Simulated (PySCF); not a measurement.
# C₄H₈F₂SSi: electronic excitations

What electronic excitations should C₄H₈F₂SSi (`CS[SiH2]C(C)=C(F)F`) show?

Programs: PySCF 2.14.0, with density-fitted response routines of our own. Each step states its level of theory. These are calculated values for one molecule in the gas phase, unless marked as measured. Atoms count from 0, in the outputs and in this text.

### Step 1. The molecule as given

16 atoms, charge 0, multiplicity 1; geometry from: GFN2-xTB.

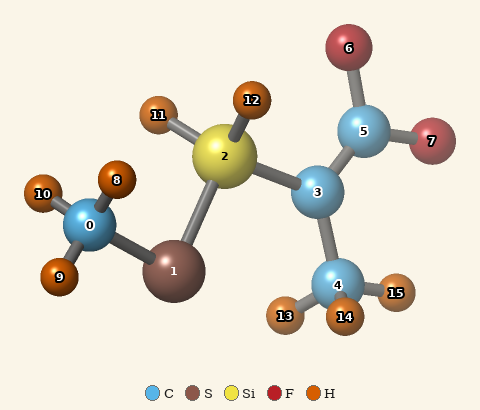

As it starts; carbon blue, sulfur brown, silicon yellow, fluorine red, hydrogen orange, atoms numbered.

### Step 2. TDDFT and polarisability: CAM-B3LYP/def2-SVPD

Job settings and geometry (Å):

```
{"job": {"kind": "uv", "xc": "CAM-B3LYP", "basis": "def2-SVPD", "nstates": 8, "ntriplets": 3}, "charge": 0, "multiplicity": 1}
C      3.185220     0.016729    -0.015496
S      1.557681    -0.599303    -0.536089
Si     0.335869     0.476300     0.851609
C     -1.430580     0.005386     0.409628
C     -1.745357    -1.026688    -0.626403
C     -2.382929     0.632701     1.067012
F     -2.166885     1.558872     2.006394
F     -3.698012     0.466490     0.924186
H      3.208533     1.098070    -0.098477
H      3.919052    -0.422690    -0.682327
H      3.381202    -0.289677     1.006723
H      0.677347     0.061323     2.212005
H      0.577688     1.906419     0.670769
H     -1.354932    -1.992868    -0.311591
H     -1.254828    -0.769314    -1.563058
H     -2.816668    -1.112806    -0.791328
```

With the program's defaults for keys left out, this is: TDDFT CAM-B3LYP/def2-SVPD, vertical, gas phase, core orbitals frozen in the response.

On the command line:

```console
> OMP_NUM_THREADS=1 python probes_run.py task.json out
```

The driver reads the jobs from task.json and runs them one after another.

Predict these results of the whole session: lowest singlet (CAM-B3LYP/def2-SVPD); brightest single state of those computed; lowest triplet.

**Answer**, as computed:

| quantity | value |
| --- | --- |
| lowest singlet (CAM-B3LYP/def2-SVPD) | 5.63 eV (220 nm), f = 0.005 |
| brightest single state of those computed | state 8, 7.21 eV, f = 0.305 |
| lowest triplet | 4.45 eV |

The lowest singlet, at 5.63 eV, is HOMO→LUMO 0.82 and is weak; of the 8 states computed, the strongest absorption comes from states 7 to 8 together at 7.21 eV (the last computed, so partners may be missing). The lowest triplet lies 1.18 eV below the lowest singlet (triplets in Tamm-Dancoff, singlets in full TDDFT).
